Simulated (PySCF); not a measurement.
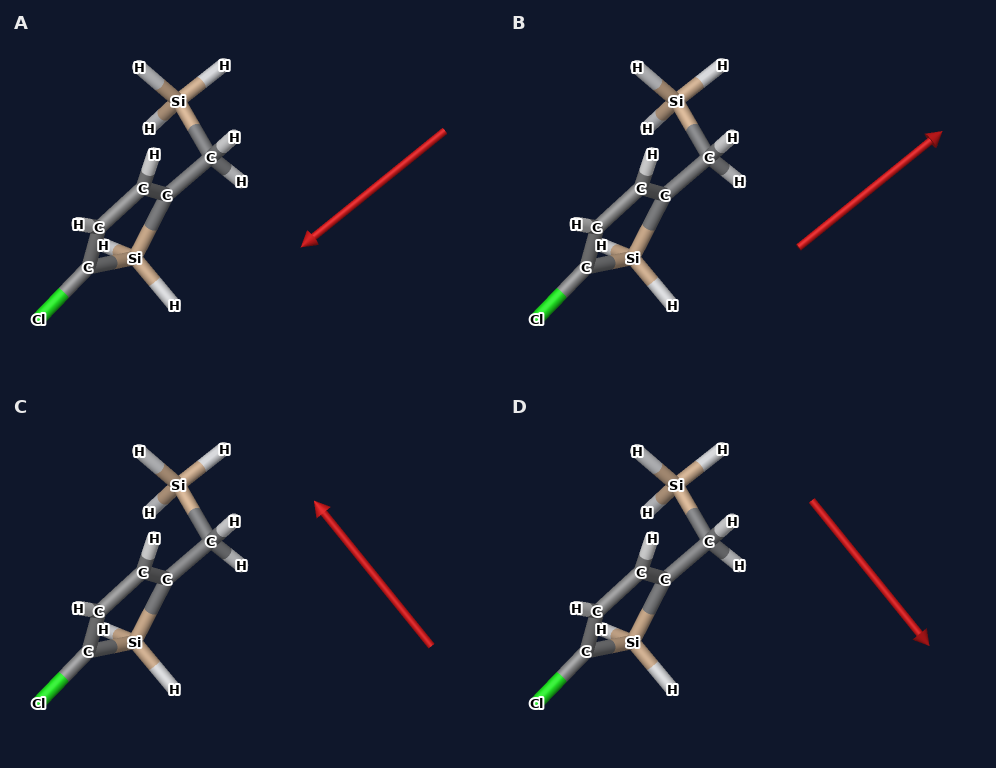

The same molecule four times, each with an arrow. Computed geometry: GFN2-xTB optimisation. No frequency run is at hand to confirm it as a minimum. Method: PBE0/pcSseg-1, gas phase (PySCF 2.14.0).

Which arrow points along the dipole moment, from the negative to the positive end?

B. The dipole moment is 2.12 D.

The geometry is semi-empirical. Around Si such bond lengths and angles can be off by a tenth of an ångström or more and by several degrees, and values that hang on the shape move with them.
